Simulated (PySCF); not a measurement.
H₃N, SMILES `N`.

PySCF calculation, M06-2X/def2-SVPD, gas phase; geometry: GFN2-xTB. No frequency check shows the geometry to be a minimum.

Cartesian coordinates (Å):

```
N1       0.0000   -0.0000    0.1100
H2       0.8717   -0.3620   -0.2568
H3      -0.7495   -0.5738   -0.2567
H4      -0.1223    0.9360   -0.2567
```

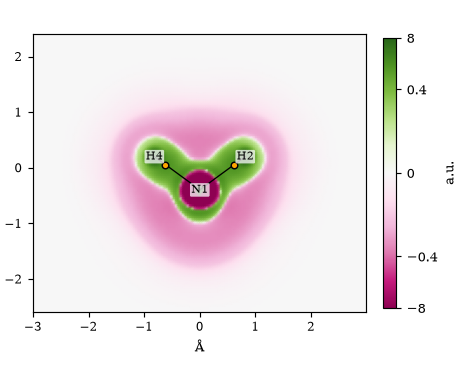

Negative Laplacian of the density (−∇²ρ) in the plane of N1, H2 and H4 (green positive, pink negative, colour scale in a.u., logarithmic beyond ±0.04), with bond paths and bond critical points (dots).

At which bond critical points in this plane is charge locally concentrated, and at which depleted?

Concentrated (∇²ρ < 0): N1–H2 and N1–H4 (−1.55 a.u.). At none is it depleted.

Where along N1–H2 does the critical point lie?

0.77 Å from N1 and 0.24 Å from H2.
